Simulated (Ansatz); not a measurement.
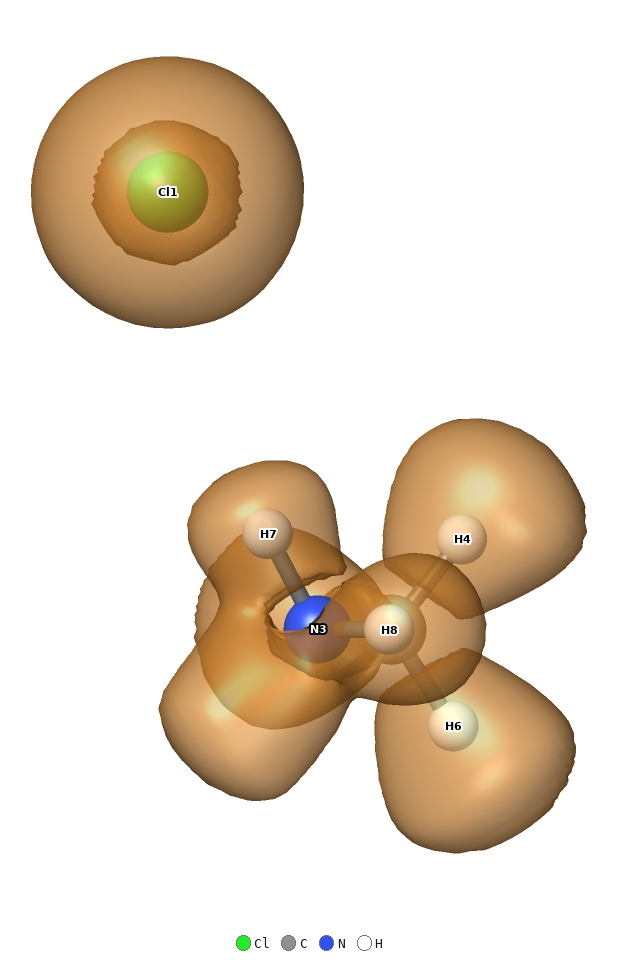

Figure. Cl···CH5N (SMILES [Cl-].CN) (charge −1). Isosurface of the electron localisation function at 0.75 (orange), seen at an oblique angle. Only the valence region is drawn (cores and ρ < 0.01 e/Å³ removed).

Geometry: rigid move from PBE0-D4/def2-TZVP.

All numbers below come from Ansatz 0.2.0, RKS PBE0-D4/def2-TZVPPD.

```xyz
8

Cl   -1.1191    0.4576   -2.7919
C     1.1257   -0.2027    1.5894
N    -0.2458   -0.6360    1.3999
H     1.3471    0.8004    1.1934
H     1.7971   -0.8991    1.0788
H     1.3909   -0.2183    2.6537
H    -0.4706   -0.5336    0.3999
H    -0.8651    0.0212    1.8614
```

Identify the bonds, lone pairs and shells in this picture.

Answer. The ELF exceeds this value in three regions around hydrogen nuclei, one region wrapped around Cl (its valence shell) and one joined region spread over several atoms (H, N), in which their bonds and any lone pairs are merged. Along the contacts the grid gives the following. Cl1···H7 (3.40 Å): the ELF dips to about 0 between them (a non-bonded, intermolecular contact). C–N (1.45 Å): the ELF peaks at about 0.90 between the atoms (a shared electron pair).
